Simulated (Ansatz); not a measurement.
A computed series for MgO: response to strain

The reference is MgO in the rock salt structure (space group Fm-3m, No. 225).

```yaml
crystal:
  lattice:
    - [0.00000, 2.07958, 2.07958]
    - [2.07958, 0.00000, 2.07958]
    - [2.07958, 2.07958, 0.00000]
  atoms:
    - { symbol: Mg, position: [0.00000, 0.00000, 0.00000] }
    - { symbol: O, position: [0.50000, 0.50000, 0.50000] }
```

Strains are applied to the cell and any free atomic positions relax.

All numbers come from LDA (Ansatz, a program for electronic structure; PAW; 420 eV plane waves; spin-orbit coupling left out).

Notes on the quantities. energy relative to the base: free energy F.

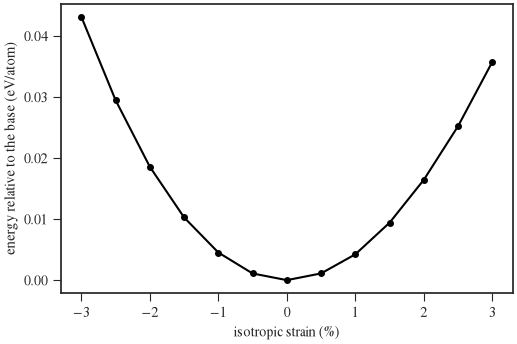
Figure: Energy relative to the base against isotropic strain

Task: From the plot, what is the energy relative to the base for isotropic strain −2.00 %?

Result: About 0.019 eV/atom.

Task: Is the trend monotonic over the range shown?

Result: No, it turns within the range, spanning 0 meV/atom to +43 meV/atom.

Stability against distortions was not tested.
